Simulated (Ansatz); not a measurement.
```xyz
10

C    -0.2180   -1.5660    1.1494
O     0.3226   -0.4375    0.5073
W    -0.0749    0.8764   -0.7402
O    -0.4765    0.1609   -2.2369
O    -1.4504    1.7575   -0.2451
O     1.4161    2.0108   -0.9206
H    -1.1096   -1.2875    1.7167
H    -0.4774   -2.3316    0.4140
H     0.5338   -1.9641    1.8333
H     1.5344    2.7811   -1.4780
```

Geometry: PBE0-D4/def2-TZVP; core potentials replace the inner electrons of W.

Theory: RKS PBE0-D4/def2-TZVPP in Ansatz 0.2.0.

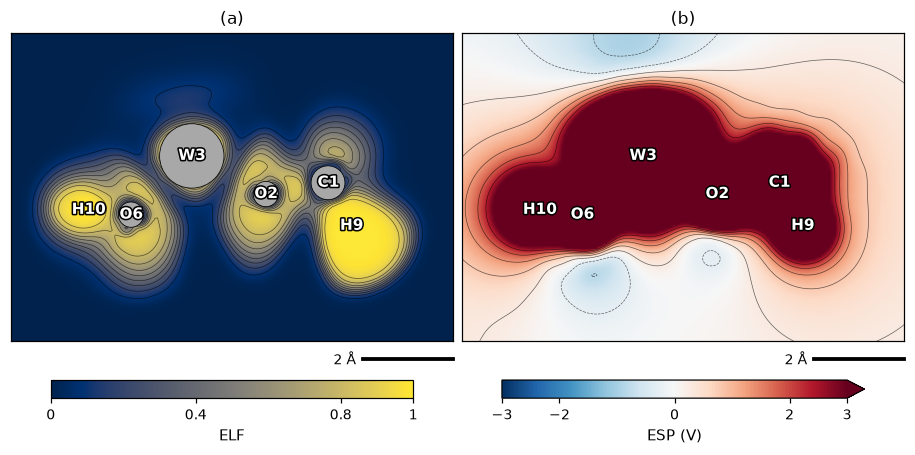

CH4O4W. (a) electron localisation function; (b) electrostatic potential on the plane of atoms C1, O2 and W3. Grey discs cover the atomic cores in the ELF map.

> Describe what can be read from this map.

Atoms in the plane: C, O, W and H. C–O (1.41 Å): the ELF peaks at about 0.85 between the atoms: a polar covalent bond. O–H (0.96 Å): the ELF climbs to about 1 towards the hydrogen, as it does in any bond to H; an ordinary covalent bond to hydrogen. W–O (1.85 Å): the ELF peaks at about 0.80 in the valence shell of O, 0.5 Å from its nucleus, and drops to about 0.25 between the two atoms. C–H (1.09 Å): the ELF climbs to about 1 towards the hydrogen (an ordinary covalent bond to hydrogen). Outside the dense part of the molecule the potential is most negative (−1.0 V) near W3.
